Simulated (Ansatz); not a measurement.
The figure comes from a scan of Be (hcp, Mg type): a phonon pattern at M = (0.5, 0.0, 0.0) is frozen into a 4-atom cell, Q being the largest atomic displacement. These are r2SCAN (plane waves to 500 eV, PAW, scalar-relativistic; Ansatz, an electronic-structure program) values and carry that method's errors. k mesh 23×23×13 (Γ-centred), Fermi-Dirac smearing 0.05 eV. The energy includes the smearing's −TS. With partly filled bands, energies and forces of such displacements shift with the k mesh and the smearing. Be was relaxed with its symmetry unable to fall. The PAW data are Ansatz's earlier set. The zero of ΔE is the undisplaced structure.

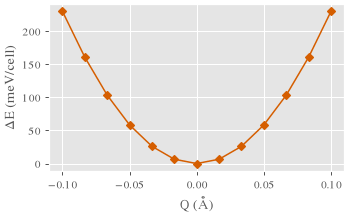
Figure. ΔE (meV/cell) against Q (Å); markers are the computed points, lines only join them.

### Question
Turn the plot into a table (rounded to what can be read).

### Answer
To the nearest 5:

```tsv
Q (Å)	ΔE (meV/cell)
-0.100	230
-0.083	160
-0.067	105
-0.050	60
-0.033	25
-0.017	5
0.000	0
0.017	5
0.033	25
0.050	60
0.067	105
0.083	160
0.100	230
```

(For displaced atoms, the force is minus the slope of the energy, and its curvature is a force constant, which sets phonon frequencies.)
